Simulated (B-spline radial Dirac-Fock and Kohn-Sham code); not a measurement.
Neutral niobium, configuration [Kr] 4d3 5s2, which is not the ground configuration. Computed with a radial B-spline solver: Thomson × f² and Klein–Nishina × S on Dirac–Fock densities, without anomalous dispersion.

Predict the main features of the following plot. Coherent and incoherent photon scattering cross sections against photon energy, computed at the marked points and joined by straight lines.

Coherent scattering falls from 1050 b at 1.00 keV to 0.143 b at 1.00 MeV. Incoherent scattering is largest at 100 keV among the points computed (18.4 b), and it overtakes the coherent part between 30.0 keV and 100 keV.

Here it is:

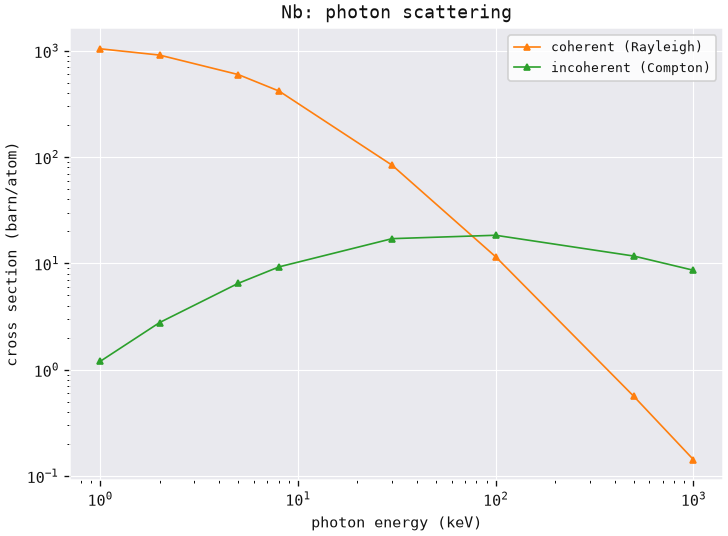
